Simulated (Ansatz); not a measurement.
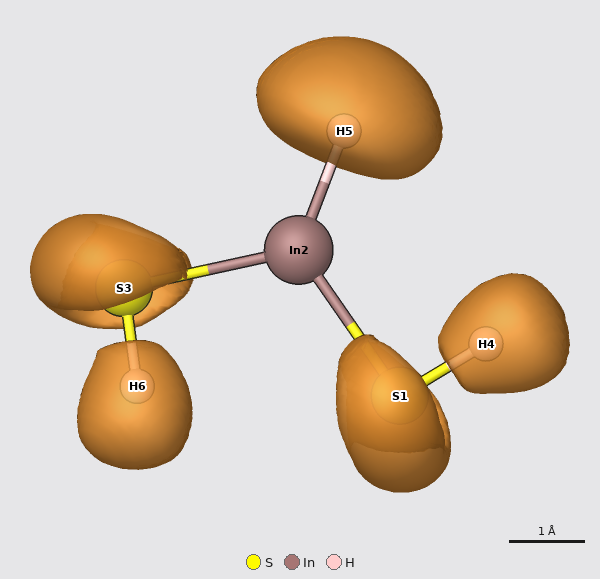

Figure 1: H₃InS₂ (SMILES [SH][InH][SH]). Isosurface of the electron localisation function at 0.85 (orange), seen across its widest extent. Only the valence region is drawn (cores and ρ < 0.01 e/Å³ removed).

Core potentials replace the inner electrons of In.

Theory: RKS B3LYP-D4/def2-SVP in Ansatz.

```
atom    x (Å)    y (Å)    z (Å)
   S  -0.7353  -1.7695   0.1122
  In   0.3053   0.3409  -0.4866
   S   0.3176   1.9414   1.3308
   H  -0.5692  -2.3066  -1.1198
   H   0.9671   0.7002  -2.0337
   H  -0.2855   1.0935   2.1972
```

Q: What do the ELF domains correspond to?

A: The ELF exceeds this value in three regions around hydrogen nuclei and two regions wrapped around S (the valence shell of each). Along the contacts the grid gives the following. In–S (2.42 Å): the ELF peaks at about 0.85 in the valence shell of S, 0.9 Å from its nucleus, and drops to about 0.15 between the two atoms. S–H (1.35 Å): the ELF climbs to about 1 towards the hydrogen, as it does in any bond to H.
